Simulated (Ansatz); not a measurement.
## Electronic structure of CH$_{6}$FInOSi in real space

Input file:

```
crystal:
  periodic: [false, false, false]
  atoms:
    - {symbol: F, position_ang: [-2.600637, 0.740091, 1.172039]}
    - {symbol: In, position_ang: [-0.653019, 0.733388, 1.485691]}
    - {symbol: C, position_ang: [0.145645, -1.133954, 0.663638]}
    - {symbol: O, position_ang: [1.059529, -0.897271, -0.397451]}
    - {symbol: Si, position_ang: [0.661502, 0.197051, -1.546690]}
    - {symbol: H, position_ang: [-0.167035, 2.087775, 2.405687]}
    - {symbol: H, position_ang: [0.672632, -1.691884, 1.439348]}
    - {symbol: H, position_ang: [-0.701739, -1.737483, 0.323962]}
    - {symbol: H, position_ang: [1.882041, 0.568528, -2.293266]}
    - {symbol: H, position_ang: [-0.416173, -0.260779, -2.458075]}
    - {symbol: H, position_ang: [0.117243, 1.394538, -0.794891]}
basis:
  gaussian: {orbitals: def2-TZVPP}
hamiltonian: {xc: pbe0, dispersion: d4}
output: {orbitals: {seedname: orbitals}}
```

Launched as:

```sh
ansatz run in.yaml --threads 4 --pin off --events-out ev --progress --plain --max-ram 10444MiB
```

Geometry: PBE0-D4/def2-TZVP; core potentials replace the inner electrons of In.

These are results of RKS PBE0-D4/def2-TZVPP (Ansatz), not measurements.

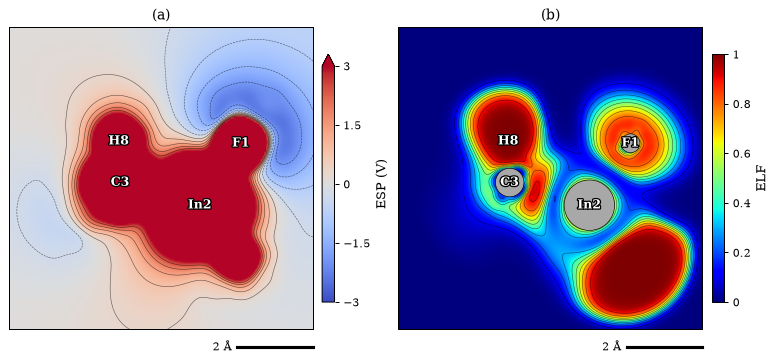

Figure 1. (a) molecular electrostatic potential; (b) electron localisation function on the plane of atoms In2, C3 and H8. Grey discs cover the atomic cores in the ELF map.

What do the fields say about this system?

Answer.
- The section cuts through F, In, C and H sites.
- In–F (1.97 Å): the ELF peaks at about 0.85 in the valence shell of F, 0.6 Å from its nucleus, and drops to about 0.15 between the two atoms.
- C–In (2.19 Å): the ELF peaks at about 0.90 in the valence shell of C, 0.7 Å from its nucleus, and drops to about 0.20 between the two atoms.
- C–H (1.09 Å): the ELF climbs to about 1 towards the hydrogen, as it does in any bond to H: a covalent bond by its length.
- The ELF also peaks beside F1, away from the bonds: lone-pair regions.
- Outside the dense part of the molecule the potential is most negative (−2.4 V) near F1.

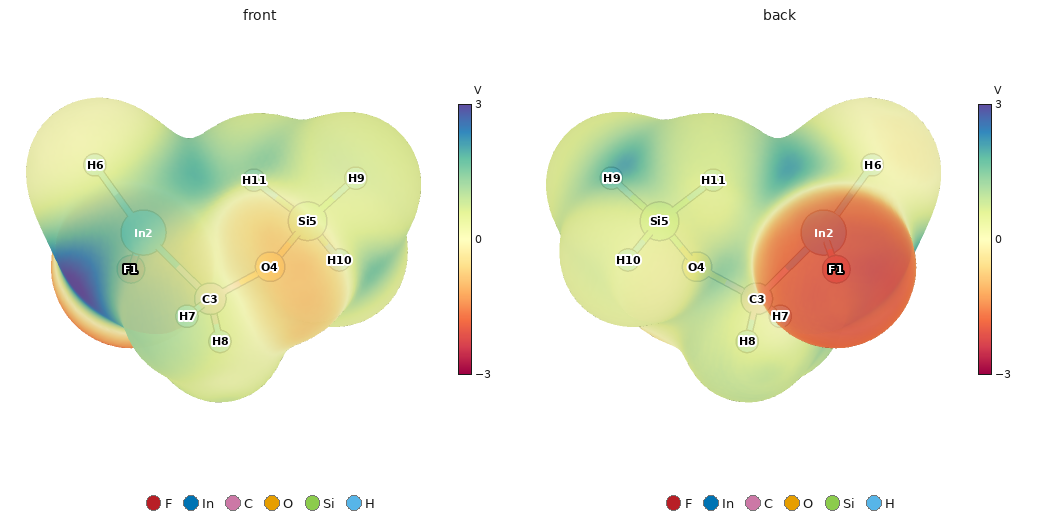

Figure 2. The molecular electrostatic potential painted on the density surface at 0.002 e/bohr³, seen from the front and from behind; the colour scale runs from red (negative) to blue (positive).

Where is the surface potential most negative and most positive?

Answer. The most negative region (about −2.1 V) lies over F1, the most positive (about +2.9 V) over In2.

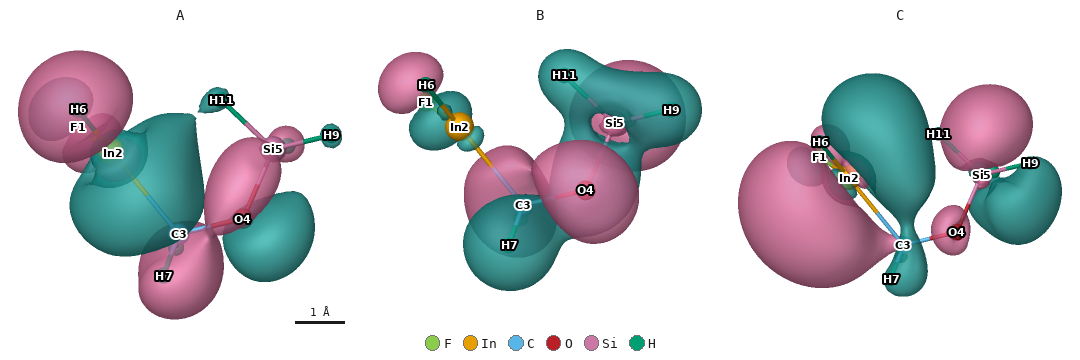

Figure 3. Three frontier orbitals at ±0.06 Å⁻³ᐟ² (teal and pink are the two phases), in no order.

Order the three orbitals by energy and name them.

Answer. B is the HOMO−1 (−9.01 eV). It lies mainly on O4 (about 40 %), C3 (about 15 %), Si5 (about 10 %), H10 (about 10 %) and F1 (about 5 %). A is the HOMO (−7.44 eV). It lies mainly on C3 (about 25 %), O4 (about 25 %), In2 (about 20 %), H6 (about 10 %) and F1 (about 5 %). C is the LUMO (−1.50 eV). By Hirshfeld shares it lies mainly on In2 (about 55 %) and Si5 (about 20 %).

What is the HOMO–LUMO gap?

Answer. 5.94 eV between the orbital energies.

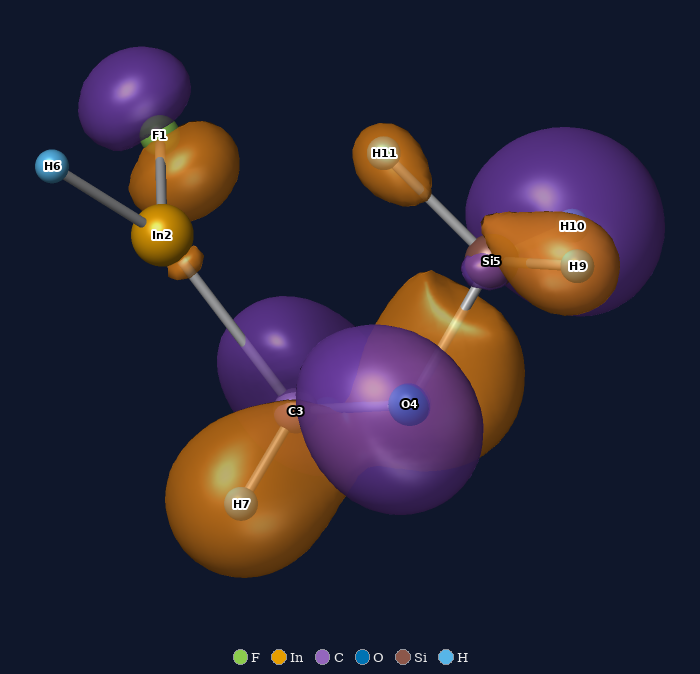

Figure 4. The HOMO−1 at ±0.1 Å⁻³ᐟ² (orange and purple are the two phases), seen at a tilt.

Where does this orbital lie, and at what energy?

Answer. Its weight (Hirshfeld) is mainly on O4 (about 40 %), C3 (about 15 %), Si5 (about 10 %), H10 (about 10 %) and F1 (about 5 %). Its energy is −9.01 eV.
